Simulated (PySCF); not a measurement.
# ZrH₄: a ladder of methods

Aim: at the PBE0 minimum of singlet ZrH₄, found before, compare methods on energies and levels.

Program: PySCF 2.14.0. Level of theory: several methods, basis Zr x2c-TZVPall, H x2c-TZVPall, spin-free X2C, no spin–orbit coupling, density fitting. These are calculated values, not measurements.

## Step 1: The starting structure

5 atoms, charge 0, spin multiplicity 1.

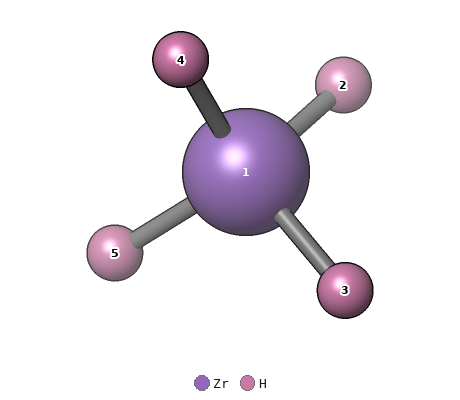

The starting geometry (zirconium purple, hydrogen pink); atoms are numbered from 1 in the order of the file.

Z-matrix (Å, degrees; charge 0 multiplicity 1):
```
Zr
H  1 1.8414
H  1 1.8414 2 109.47
H  1 1.8414 2 109.47 3 120.00
H  1 1.8414 2 109.47 3 -120.00
```

## Step 2: PBE0

One driver script runs all steps and calls PySCF; scf.py shows the equivalent input of each level. Each SCF starts from the density of the minimum. The driver also runs the species with one electron less or more at the same geometry (one less: multiplicity 2, one more: multiplicity 2); their logs are not shown.

scf.py

```python
from pyscf import gto, scf, dft
mol = gto.M(atom='''
Zr     0.000000     0.000000     0.000000
H      1.503511    -0.000048     1.063143
H     -1.503511    -0.000000     1.063143
H      0.000024     1.503535    -1.063109
H     -0.000024    -1.503487    -1.063177''',
    basis={'Zr': 'x2c-TZVPall', 'H': 'x2c-TZVPall'},
    nucmod='G',
    charge=0, spin=0)
mf = dft.RKS(mol, xc='PBE0')
mf.grids.atom_grid = (99, 590)
aux = {'Zr': 'AutoAux', 'H': 'AutoAux'}  # AutoAux: made from the orbital basis
mf = mf.density_fit(auxbasis=aux).sfx2c1e()
mf.kernel()
```

Output:

```text
init E= -3600.36147727671
  HOMO = -0.313718322008934  LUMO = -0.0900782979724074  gap/eV = 6.08556
cycle= 1 E= -3600.36147727759  delta_E= -8.76e-10  |g|= 1.24e-05  |ddm|= 0.000117
  HOMO = -0.313720540014079  LUMO = -0.0900829457261088  gap/eV = 6.08549
Extra cycle  E= -3600.36147727756  delta_E= 2.5e-11  |g|= 1.7e-05  |ddm|= 3.92e-05
converged SCF energy = -3600.36147727756
```

This level, with the species of one electron less or more, needed 7.1 s of wall time on 4 threads, shared host.

* energy: -3600.361477 Eh
* one electron less (charge +1): -3599.967154 Eh (doublet, ⟨S²⟩ 0.77)
* one electron more (charge -1): -3600.385858 Eh (doublet, ⟨S²⟩ 0.75)
* Mulliken charge of Zr1: +0.65 e

## Step 3: HF

Edit scf.py of step 2 so:

```diff
@@ -11,2 +11 @@
-mf = dft.RKS(mol, xc='PBE0')
-mf.grids.atom_grid = (99, 590)
+mf = scf.RHF(mol)
```

Output, shortened:

```text
[... the frontier levels of the middle cycles are left out ...]
init E= -3598.4973772587
  HOMO = -0.415564799271085  LUMO = 0.0402268358904138  gap/eV = 12.40272
cycle= 1 E= -3598.51757600381  delta_E= -0.0202  |g|= 0.0864  |ddm|= 0.251
  HOMO = -0.438272440371535  LUMO = 0.0281744065938821  gap/eV = 12.69267
cycle= 2 E= -3598.51949776981  delta_E= -0.00192  |g|= 0.0317  |ddm|= 0.154
  HOMO = -0.433203661922043  LUMO = 0.0326857616167452  gap/eV = 12.67750
cycle= 3 E= -3598.51980228734  delta_E= -0.000305  |g|= 0.0129  |ddm|= 0.0321
cycle= 4 E= -3598.51986191818  delta_E= -5.96e-05  |g|= 0.00377  |ddm|= 0.0213
cycle= 5 E= -3598.51987326679  delta_E= -1.13e-05  |g|= 0.000538  |ddm|= 0.0139
cycle= 6 E= -3598.51987356289  delta_E= -2.96e-07  |g|= 6.83e-05  |ddm|= 0.00276
cycle= 7 E= -3598.51987356531  delta_E= -2.42e-09  |g|= 7.16e-06  |ddm|= 0.000252
cycle= 8 E= -3598.51987356532  delta_E= -1.64e-11  |g|= 4.53e-07  |ddm|= 1.22e-05
  HOMO = -0.434573015200424  LUMO = 0.0322638767373132  gap/eV = 12.70328
Extra cycle  E= -3598.51987356533  delta_E= -5.46e-12  |g|= 1.38e-07  |ddm|= 1.76e-06
converged SCF energy = -3598.51987356533
```

This level, with the species of one electron less or more, took 2.1 s.

* energy: -3598.519874 Eh
* one electron less (charge +1): -3598.118837 Eh (doublet, ⟨S²⟩ 0.91)
* one electron more (charge -1): -3598.522393 Eh (doublet, ⟨S²⟩ 0.76)
* Mulliken charge of Zr1: +0.91 e

## Step 4: MP2

Edit scf.py of step 3 so:

```diff
@@ -14,0 +15,2 @@
+from pyscf.mp import dfmp2
+dfmp2.DFMP2(mf, frozen=14).kernel()  # the driver gives MP2 a fitting basis of its own (RI)
```

Output, shortened:

```text
[... the frontier levels of the middle cycles are left out ...]
init E= -3598.4973772587
  HOMO = -0.415564799271086  LUMO = 0.0402268358904167  gap/eV = 12.40272
cycle= 1 E= -3598.51757600381  delta_E= -0.0202  |g|= 0.0864  |ddm|= 0.251
  HOMO = -0.438272440371537  LUMO = 0.028174406593881  gap/eV = 12.69267
cycle= 2 E= -3598.51949776981  delta_E= -0.00192  |g|= 0.0317  |ddm|= 0.154
  HOMO = -0.433203661922043  LUMO = 0.0326857616167499  gap/eV = 12.67750
cycle= 3 E= -3598.51980228735  delta_E= -0.000305  |g|= 0.0129  |ddm|= 0.0321
cycle= 4 E= -3598.51986191818  delta_E= -5.96e-05  |g|= 0.00377  |ddm|= 0.0213
cycle= 5 E= -3598.5198732668  delta_E= -1.13e-05  |g|= 0.000538  |ddm|= 0.0139
cycle= 6 E= -3598.51987356289  delta_E= -2.96e-07  |g|= 6.83e-05  |ddm|= 0.00276
cycle= 7 E= -3598.51987356531  delta_E= -2.41e-09  |g|= 7.16e-06  |ddm|= 0.000252
cycle= 8 E= -3598.51987356532  delta_E= -1.96e-11  |g|= 4.53e-07  |ddm|= 1.22e-05
  HOMO = -0.43457301520043  LUMO = 0.0322638767373039  gap/eV = 12.70328
Extra cycle  E= -3598.51987356533  delta_E= -5.91e-12  |g|= 1.38e-07  |ddm|= 1.76e-06
converged SCF energy = -3598.51987356533
```

This level, with the species of one electron less or more, took 1.8 s.

```
energy                                                              : -3598.833593 Eh
one electron less (charge +1)                                       : -3598.424103 Eh (doublet, ⟨S²⟩ 0.91)
one electron more (charge -1)                                       : -3598.846055 Eh (doublet, ⟨S²⟩ 0.76)
MP2 correlation in its own fitting basis (same spin, opposite spin) : -0.31372 Eh (-0.07271, -0.24100)
```

## Step 5: PBE

Edit scf.py of step 4 so:

```diff
@@ -11 +11,2 @@
-mf = scf.RHF(mol)
+mf = dft.RKS(mol, xc='PBE')
+mf.grids.atom_grid = (99, 590)
@@ -15,2 +15,0 @@
-from pyscf.mp import dfmp2
-dfmp2.DFMP2(mf, frozen=14).kernel()  # the driver gives MP2 a fitting basis of its own (RI)
```

Output, shortened:

```text
[... the frontier levels of the middle cycles are left out ...]
init E= -3600.28942431905
  HOMO = -0.268033808531262  LUMO = -0.137907128819477  gap/eV = 3.54093
cycle= 1 E= -3600.28995572816  delta_E= -0.000531  |g|= 0.0787  |ddm|= 0.137
  HOMO = -0.257308282377301  LUMO = -0.109907762862627  gap/eV = 4.01097
cycle= 2 E= -3600.28271668327  delta_E= 0.00724  |g|= 0.172  |ddm|= 0.257
  HOMO = -0.265370075435608  LUMO = -0.129244658880578  gap/eV = 3.70416
cycle= 3 E= -3600.29197751136  delta_E= -0.00926  |g|= 0.0116  |ddm|= 0.173
cycle= 4 E= -3600.29199702008  delta_E= -1.95e-05  |g|= 0.00115  |ddm|= 0.00915
cycle= 5 E= -3600.29199754119  delta_E= -5.21e-07  |g|= 6.92e-05  |ddm|= 0.00166
cycle= 6 E= -3600.29199754355  delta_E= -2.36e-09  |g|= 7.13e-06  |ddm|= 0.000134
cycle= 7 E= -3600.29199754357  delta_E= -1.77e-11  |g|= 1.47e-06  |ddm|= 9.83e-06
  HOMO = -0.265401267309643  LUMO = -0.129861461746986  gap/eV = 3.68823
Extra cycle  E= -3600.29199754357  delta_E= 9.09e-13  |g|= 3.43e-06  |ddm|= 4.68e-06
converged SCF energy = -3600.29199754357
```

This level, with the species of one electron less or more, took 17 s.

```
energy                        : -3600.291998 Eh
one electron less (charge +1) : -3599.910463 Eh (doublet, ⟨S²⟩ 0.76)
one electron more (charge -1) : -3600.314735 Eh (doublet, ⟨S²⟩ 0.75)
Mulliken charge of Zr1        : +0.60 e
```

## Step 6: CCSD(T)

Edit scf.py of step 5 so:

```diff
@@ -11,2 +11 @@
-mf = dft.RKS(mol, xc='PBE')
-mf.grids.atom_grid = (99, 590)
+mf = scf.RHF(mol)
@@ -15,0 +15,3 @@
+from pyscf import cc
+mycc = cc.CCSD(mf, frozen=14).run()
+mycc.ccsd_t()
```

Output, shortened:

```text
[... the frontier levels of the middle cycles are left out ...]
init E= -3598.4973772587
  HOMO = -0.415564799271087  LUMO = 0.0402268358904127  gap/eV = 12.40272
cycle= 1 E= -3598.51757600381  delta_E= -0.0202  |g|= 0.0864  |ddm|= 0.251
  HOMO = -0.438272440371535  LUMO = 0.0281744065938847  gap/eV = 12.69267
cycle= 2 E= -3598.51949776981  delta_E= -0.00192  |g|= 0.0317  |ddm|= 0.154
  HOMO = -0.433203661922054  LUMO = 0.0326857616167525  gap/eV = 12.67750
cycle= 3 E= -3598.51980228735  delta_E= -0.000305  |g|= 0.0129  |ddm|= 0.0321
cycle= 4 E= -3598.51986191818  delta_E= -5.96e-05  |g|= 0.00377  |ddm|= 0.0213
cycle= 5 E= -3598.5198732668  delta_E= -1.13e-05  |g|= 0.000538  |ddm|= 0.0139
cycle= 6 E= -3598.51987356289  delta_E= -2.96e-07  |g|= 6.83e-05  |ddm|= 0.00276
cycle= 7 E= -3598.5198735653  delta_E= -2.42e-09  |g|= 7.16e-06  |ddm|= 0.000252
cycle= 8 E= -3598.51987356532  delta_E= -1.77e-11  |g|= 4.53e-07  |ddm|= 1.22e-05
  HOMO = -0.434573015200427  LUMO = 0.0322638767373065  gap/eV = 12.70328
Extra cycle  E= -3598.51987356533  delta_E= -3.18e-12  |g|= 1.38e-07  |ddm|= 1.76e-06
converged SCF energy = -3598.51987356533
CCSD nocc = 8, nmo = 73
Init t2, MP2 energy = -3598.83359250879  E_corr(MP2) -0.313718943462085
RCCSD converged
E(RCCSD) = -3598.865077764792  E_corr = -0.3452041994663296
RCCSD(T) correction = -0.00935677748188887
```

This level, with the species of one electron less or more, needed 4.3 min of wall time on 4 threads, shared host.

| Property | Result |
| --- | --- |
| energy | -3598.874435 Eh |
| one electron less (charge +1) | -3598.474500 Eh (doublet, ⟨S²⟩ 0.91) |
| MP2 correlation in its own fitting basis (same spin, opposite spin) | -0.31372 Eh (-0.07271, -0.24100) |
| CCSD, (T) | -0.34520, -0.00936 Eh; T1 0.018, D1 0.039 |

## Step 7: All levels side by side

| level | vertical ionisation energy (eV) | vertical electron affinity (eV) | −ε(HOMO) (eV) | gap (eV) | wall time |
| --- | --- | --- | --- | --- | --- |
| PBE0 | 10.73 | 0.66 | 8.54 | 6.09 | 7.1 s |
| HF | 10.91 | 0.07 | 11.83 | 12.70 | 2.1 s |
| MP2 | 11.14 | 0.34 | – | – | 1.8 s |
| PBE | 10.38 | 0.62 | 7.22 | 3.69 | 17 s |
| CCSD(T) | 10.88 | – | – | – | 4.3 min |

Times are for 4 threads, shared host; PBE0 starts from its own converged density, so its time is not comparable. A dash stands where a species or a free atom was not run at that level, or the quantity is not defined.

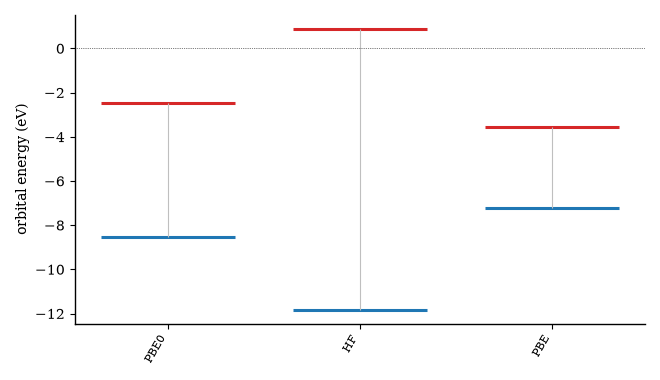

Highest occupied (blue) and lowest empty (red) levels by method.

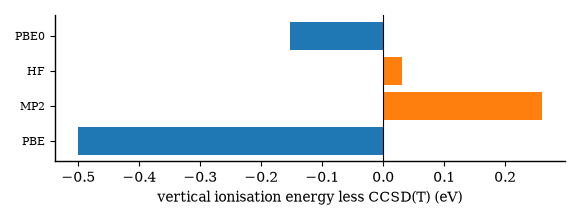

Deviation of the vertical ionisation energy from CCSD(T).

## Step 8: Outcome

```
                           quantity                        value
vertical ionisation energy, CCSD(T)                     10.88 eV
  vertical electron affinity, range  0.07 (HF) to 0.66 (PBE0) eV
                 orbital gap, range  3.69 (PBE) to 12.70 (HF) eV
                             T1, D1                 0.018, 0.039
               T1, D1 of the cation                 0.033, 0.094
```

What this shows: For the vertical ionisation energy, HF comes nearest to CCSD(T) (+0.03 eV) and PBE is farthest (-0.50 eV). The PBE orbital energy is a poor guide to ionisation (7.2 eV, 3.7 eV too small); the difference of PBE energies gives 10.4 eV. Without diffuse functions electron affinities tend to come out too low.
